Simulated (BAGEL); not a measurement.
# C2H6Se (dimethyl selenide): HF/cc-pVDZ (density fitting with qzvpp-jkfit)

Aim: the vertical singlet–triplet gap of C2H6Se (dimethyl selenide) at HF/cc-pVDZ (density fitting with qzvpp-jkfit), from 2 runs. 

Program for the calculation: BAGEL 1.2.2.

8 further runs of the same task are left out: 4 that didn't finish, 4 set aside as unsound or not needed. Runs told in other sessions of the task aren't counted.

## (1) Starting point

C2H6Se: 9 atoms, total charge 0, spin state singlet. As SMILES, `C[Se]C`. Geometry: relaxed at PBE0-D4/def2-TZVP.

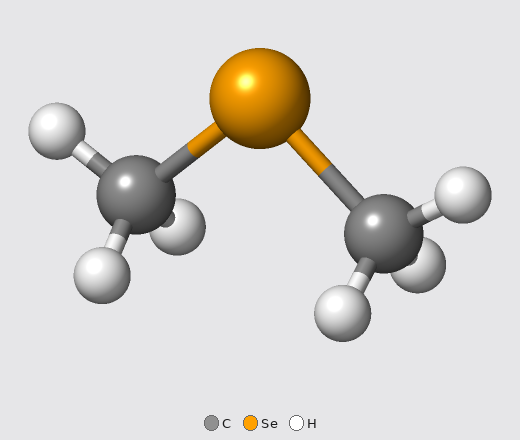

Viewed from a chosen angle; carbon grey, selenium orange, hydrogen white.

## (2) A single-point energy at HF/cc-pVDZ (density fitting with qzvpp-jkfit)

Input file calc.json:

```json
{ "bagel" : [

{
  "title" : "molecule",
  "basis" : "cc-pvdz.json",
  "df_basis" : "qzvpp-jkfit",
  "angstrom" : true,
  "geometry" : [
    { "atom" : "C", "xyz" : [   -0.594400,    0.668400,   -1.138000 ] },
    { "atom" : "Se", "xyz" : [    1.137100,    0.569700,   -0.268200 ] },
    { "atom" : "C", "xyz" : [    0.625700,   -0.672800,    1.131400 ] },
    { "atom" : "H", "xyz" : [   -0.892600,   -0.313800,   -1.503200 ] },
    { "atom" : "H", "xyz" : [   -0.489400,    1.349300,   -1.982000 ] },
    { "atom" : "H", "xyz" : [   -1.343000,    1.060700,   -0.450400 ] },
    { "atom" : "H", "xyz" : [   -0.158200,   -0.242200,    1.753800 ] },
    { "atom" : "H", "xyz" : [    0.291600,   -1.615500,    0.699100 ] },
    { "atom" : "H", "xyz" : [    1.511500,   -0.850200,    1.740300 ] }
  ]
},
{
  "title" : "hf"
},
{
  "title" : "print",
  "file" : "orbitals.molden",
  "orbitals" : true
}

]}
```

The basis set cc-pVDZ is read from a file made from the Basis Set Exchange's data (not shown).

Command:

```console
$ BAGEL_NUM_THREADS=1 BAGEL calc.json > calc.out
```

The program printed:

```text
* using 1 threads per process

  ===============================================================
  ===============================================================

  *** Geometry ***

  { "atom" : "C", "xyz" : [     -1.123253,      1.263093,     -2.150508 ] },
  { "atom" : "Se", "xyz" : [      2.148808,      1.076577,     -0.506825 ] },
  { "atom" : "C", "xyz" : [      1.182402,     -1.271408,      2.138036 ] },
  { "atom" : "H", "xyz" : [     -1.686770,     -0.592996,     -2.840636 ] },
  { "atom" : "H", "xyz" : [     -0.924832,      2.549807,     -3.745437 ] },
  { "atom" : "H", "xyz" : [     -2.537902,      2.004433,     -0.851133 ] },
  { "atom" : "H", "xyz" : [     -0.298955,     -0.457692,      3.314202 ] },
  { "atom" : "H", "xyz" : [      0.551044,     -3.052853,      1.321108 ] },
  { "atom" : "H", "xyz" : [      2.856321,     -1.606645,      3.288690 ] },

  Number of auxiliary basis functions:      524

  Since a DF basis is specified, we compute 2- and 3-index integrals:
    o Being stored without compression. Storage requirement is 0.030 GB

  Number of basis functions:       85
  Number of electrons      :       52

    * METHOD: MOLECULE                             0.59

  *** RHF ***

  === Nuclear Repulsion ===
   187.0688995573

      * DIIS with orbital gradients will be used.

  === RHF iteration (cc-pvdz.json) ===
      0      -2478.91735399          0.01329944           0.20
      1      -2479.01541860          0.00592875           0.14
      2      -2479.03531009          0.00139815           0.14
      3      -2479.03669465          0.00020192           0.14
      4      -2479.03671859          0.00003856           0.13
      5      -2479.03672091          0.00001215           0.14
      6      -2479.03672108          0.00000302           0.14
      7      -2479.03672109          0.00000082           0.13
      8      -2479.03672109          0.00000032           0.11
      9      -2479.03672109          0.00000006           0.11
     10      -2479.03672109          0.00000002           0.10
     11      -2479.03672109          0.00000000           0.10
    * SCF iteration converged.

    * Permanent dipole moment:
           (    0.541043,     0.275872,    -0.127787) a.u.

    * METHOD: HF                                   1.96

    * METHOD: PRINT                                0.02

  ===============================================================
```

Wall time 3 s (1 thread of Intel Xeon Platinum 8259CL at 2.50GHz (Skylake/Cascade Lake), shared host); peak memory 0.15 GiB.

## (3) The triplet, same level

Input file hf.json:

```json
{ "bagel": [

{
  "title": "molecule",
  "basis": "cc-pvdz.json",
  "df_basis": "qzvpp-jkfit",
  "angstrom": true,
  "geometry": [
    { "atom": "C", "xyz": [      -0.594400,       0.668400,      -1.138000 ] },
    { "atom": "Se", "xyz": [       1.137100,       0.569700,      -0.268200 ] },
    { "atom": "C", "xyz": [       0.625700,      -0.672800,       1.131400 ] },
    { "atom": "H", "xyz": [      -0.892600,      -0.313800,      -1.503200 ] },
    { "atom": "H", "xyz": [      -0.489400,       1.349300,      -1.982000 ] },
    { "atom": "H", "xyz": [      -1.343000,       1.060700,      -0.450400 ] },
    { "atom": "H", "xyz": [      -0.158200,      -0.242200,       1.753800 ] },
    { "atom": "H", "xyz": [       0.291600,      -1.615500,       0.699100 ] },
    { "atom": "H", "xyz": [       1.511500,      -0.850200,       1.740300 ] }
  ]
},

{
  "title": "uhf",
  "nopen": 2
},

{
  "title": "print",
  "file": "orbitals.molden",
  "orbitals": true
}

]}
```

The basis set cc-pVDZ is read from a file made from the Basis Set Exchange's data (not shown).

Command:

```console
$ BAGEL_NUM_THREADS=1 BAGEL hf.json > hf.out
```

The program printed:

```text
* using 1 threads per process

  ===============================================================
  ===============================================================

  *** Geometry ***

  { "atom" : "C", "xyz" : [     -1.123253,      1.263093,     -2.150508 ] },
  { "atom" : "Se", "xyz" : [      2.148808,      1.076577,     -0.506825 ] },
  { "atom" : "C", "xyz" : [      1.182402,     -1.271408,      2.138036 ] },
  { "atom" : "H", "xyz" : [     -1.686770,     -0.592996,     -2.840636 ] },
  { "atom" : "H", "xyz" : [     -0.924832,      2.549807,     -3.745437 ] },
  { "atom" : "H", "xyz" : [     -2.537902,      2.004433,     -0.851133 ] },
  { "atom" : "H", "xyz" : [     -0.298955,     -0.457692,      3.314202 ] },
  { "atom" : "H", "xyz" : [      0.551044,     -3.052853,      1.321108 ] },
  { "atom" : "H", "xyz" : [      2.856321,     -1.606645,      3.288690 ] },

  Number of auxiliary basis functions:      524

  Since a DF basis is specified, we compute 2- and 3-index integrals:
    o Being stored without compression. Storage requirement is 0.030 GB

  Number of basis functions:       85
  Number of electrons      :       52

    * METHOD: MOLECULE                             0.43

  *** Open-shell HF ***

  === Nuclear Repulsion ===
   187.0688995573

      * DIIS with orbital gradients will be used.

  === UHF iteration (cc-pvdz.json) ===
      0      -2478.68349804          0.02869206           0.21
      1      -2478.83026706          0.01345390           0.22
      2      -2478.85960814          0.00635946           0.20
      3      -2478.86692607          0.00114454           0.20
      4      -2478.86801597          0.00034186           0.20
      5      -2478.86812463          0.00013659           0.20
      6      -2478.86819180          0.00004771           0.20
      7      -2478.86820306          0.00002050           0.22
      8      -2478.86820689          0.00000724           0.24
      9      -2478.86820739          0.00000292           0.21
     10      -2478.86820746          0.00000063           0.20
     11      -2478.86820746          0.00000020           0.20
     12      -2478.86820746          0.00000011           0.20
     13      -2478.86820746          0.00000006           0.21
     14      -2478.86820746          0.00000005           0.20
     15      -2478.86820746          0.00000005           0.20
     16      -2478.86820746          0.00000004           0.20
     17      -2478.86820746          0.00000002           0.20
     18      -2478.86820746          0.00000001           0.21
     19      -2478.86820746          0.00000001           0.20
    * SCF iteration converged.

    * S^2 (UHF) is 2.0199

    * Permanent dipole moment:
           (    0.374745,     0.191229,    -0.088846) a.u.

    * METHOD: UHF                                  4.42

    * METHOD: PRINT                                0.02

  ===============================================================
```

Run time: 5.4 s. Hardware: 1 thread of Intel Xeon Platinum 8259CL at 2.50GHz (Skylake/Cascade Lake), shared host; peak memory 0.15 GiB.

## (4) Outcome

Level: HF/cc-pVDZ (density fitting with qzvpp-jkfit).

| quantity | value |
| --- | --- |
| singlet: total energy | -2479.03672 Eh |
| singlet: dipole moment | 1.58 D |
| singlet: HOMO energy | -8.53 eV |
| singlet: LUMO energy | 4.37 eV |
| singlet: HOMO–LUMO gap | 12.91 eV |
| triplet: total energy | -2478.86821 Eh |
| triplet: dipole moment | 1.09 D |
| triplet: ⟨S²⟩ | 2.020 |
| vertical energy of the triplet above the singlet | 4.585 eV |

**Reading.** At this shape the triplet lies 4.59 eV (442 kJ/mol) above the singlet.
